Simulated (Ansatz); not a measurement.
# Charge trapping in a frame of liquid (Cs,Rb)F from 1100 K (78 atoms): runs compared

Does an extra electron or hole in a frame of liquid (Cs,Rb)F from 1100 K (78 atoms) stay spread out, or do the atoms trap it?

Computed with Ansatz 0.2.0: Kohn-Sham DFT, LDA, PAW (set soft_2), plane waves.

In doubt: warnings of the run leave room for a lower electronic state (in some of the runs), so energies may not be the lowest and differences between runs may mislead.

### 1. The cell as built

The cell holds 78 atoms: 20 Cs, 19 Rb and 39 F. Its edges and angles: a = 13.773 Å, b = 13.773 Å, c = 13.773 Å, α = 90.0°, β = 90.0°, γ = 90.0°. 78 atoms (20 Cs, 19 Rb, 39 F) placed at random at 3.13 g/cm³, melted at 1600 K for 10 ps at fixed volume with the Lennard-Jones and Coulomb ion parameters for SPC/E (Joung and Cheatham, J. Phys. Chem. B 112, 9020 (2008)), full charges. Snapshot at the end of a hold of 15 ps at 1100 K and zero pressure.

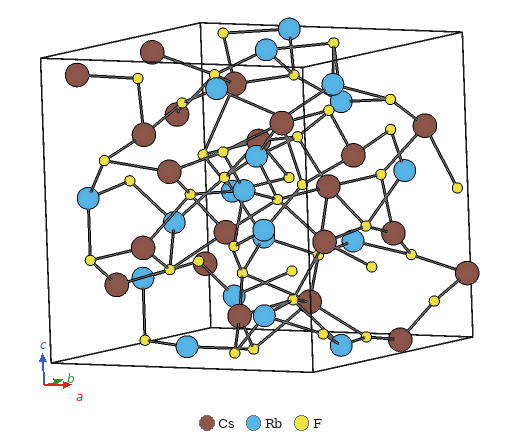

The cell as built. Bonds to atoms that aren't drawn are left out. Some periodic images of atoms are drawn too.

Limits known from the start: The network of bonds at the start is that of the classical potential that made the cell, and needn't be the one that DFT or experiment would give. The ion parameters were fitted for water, not for melts, so the density of this cell may lie well off the real melt's. Sampling is at Γ alone, for a cell whose shortest periodic width is 14 Å. The levels lack spin–orbit coupling, which is large for the heavy elements here. The liquid is relaxed first, so the results are those of a frozen frame at zero temperature.

### 2. The reference run

The reference is a single point at the end of the relaxation.

The charged cells start from the geometry of this run, on a uniform background, with spin and a narrow Fermi–Dirac smearing.

Its input, with most atom lines left out:

```yaml
crystal:
  lattice:
    - [13.77283, 0.0, 0.0]
    - [0.0, 13.77283, 0.0]
    - [0.0, 0.0, 13.77283]
  atoms:
    - { symbol: Cs, position: [0.44338, 0.37604, 0.38398] }
    - { symbol: Cs, position: [0.44313, 0.05638, 0.58998] }
    - { symbol: Cs, position: [0.23257, 0.1225, 0.38063] }
    - { symbol: Cs, position: [0.91627, 0.3803, 0.66013] }
    - { symbol: Cs, position: [0.36566, 0.72213, 0.59531] }
    - { symbol: Cs, position: [0.44089, 0.62734, 0.08681] }
    - { symbol: Cs, position: [0.9165, 0.82605, 0.4028] }
    [... atom lines 8 to 78 left out ...]
kpoints:
  mp_grid: { grid: [1, 1, 1] }
hamiltonian:
  xc: lda
scf:
  occupations: { method: fermi_dirac, width: 0.05 }
output:
  forces: true
  stress: true
  populations: true
  dos:
    method: { smearing: { sigma: 0.15 } }
    de: 0.1
    projected: { site_lists: { Cs: [Cs], F: [F], Rb: [Rb] } }
  eigenvalues: true
  write_density: true
  write_potential: true
  volumetric_format: npy
  elf: true
```

* free energy per atom: -2581.8991 eV/atom
* r.m.s. force component: 0.00842 eV/Å
* pressure: -0.9209 GPa

Filled and empty levels are parted by 3.98 eV (at Γ alone); a local or semilocal functional tends to put such gaps too low. In a disordered cell it changes from sample to sample and from frame to frame.

### 3. The runs

Each row is one run, on 4 threads of Intel Xeon at 2.80GHz (Skylake/Cascade Lake), shared host. The free energy is the program's total, comparable only between runs with the same functional, potentials and atoms; between charge states it hangs on the program's zero of potential.

```csv
run,atoms,outcome,"ionic steps, all passes",free energy (eV),time,host memory (GiB)
Single point at the start,78,converged,-,-201377.863,31 s,2.8
Relaxation,78,converged,35,-201388.131,12 min,2.8
Single point at the relaxed geometry,78,converged,-,-201388.131,43 s,2.9
"An extra electron, atoms held",78,converged,-,-201383.842,2.2 min,5.0
"An extra electron, atoms relaxed",78,converged,6,-201383.930,5.1 min,4.8
"An extra electron, levels at the relaxed geometry",78,converged,-,-201383.930,2.6 min,5.0
Neutral at the geometry of the electron,78,converged,-,-201388.062,43 s,2.9
"An extra hole, atoms held",78,converged,-,-201388.361,3.6 min,5.0
"An extra hole, atoms relaxed",78,converged,6,-201388.445,14 min,4.9
"An extra hole, levels at the relaxed geometry",78,converged,-,-201388.444,3.1 min,5.0
Neutral at the geometry of the hole,78,converged,-,-201388.079,30 s,2.9
```

In some runs the program notes that the exchange-correlation potential is rough where the density is thin. Further notices: convergence withheld.

### 4. Energies and spread of the extra charge

Energies are differences within one cell and functional; the shift is the gain plus the neutral cell's energy at the new geometry, that is how much cheaper the vertical process becomes there. The spread is the participation number of the site moments (1/Σw², over the spin inside atomic spheres), with the atom that holds the largest share and the spin that the spheres hold in all.

```csv
carrier,"charged less neutral, atoms held (eV)",gain on relaxing (eV),"neutral cell at that geometry, less the reference (eV)",shift of the vertical energy (eV),"spread, atoms held","spread, relaxed"
electron,4.289,0.088,0.069,0.157,-,-
hole,-0.230,0.084,0.052,0.136,26; F76 7 % of 0.99 μB,18; F76 11 % of 1.00 μB
```

### 5. What came out

The extra electron gains 0.088 eV as the atoms relax. The extra hole gains 0.084 eV as the atoms relax, and its spin goes from about 26 to 18 atoms: it stays spread out at this level. The hole is shared among 5 partly filled levels, as near-degenerate levels under the smearing give, and as self-interaction favours. Adding the two vertical energies gives 4.06 eV, against a gap of 3.98 eV in the neutral cell. The zero of the potential cancels in this sum; the excess isn't taken apart here: charging of a small cell, filling of bands on a coarse mesh and the attraction to the background can all enter.

**Limits.** Single energies of charged cells hang on the program's zero of potential. In the spin-polarised runs the search for a state of lower energy was switched off. No distortion was seeded, so a trapped state behind a barrier can't be found. Local and local or semilocal functionals favour spread-out charges, so trapping can be missed. Charged cells carry a uniform background, with no correction for images.

The DFT runs together took 45 min of wall time.

[Logs are printed without paths, hosts, clocks, repeated set-up lines and the standing remarks that a program may print on its own settings, such as how far it seeks lower states.]

[Hosts, paths, dates, database ids (printed as entryN), source tags and the programs' standing remarks are cut or masked in the printed files.]
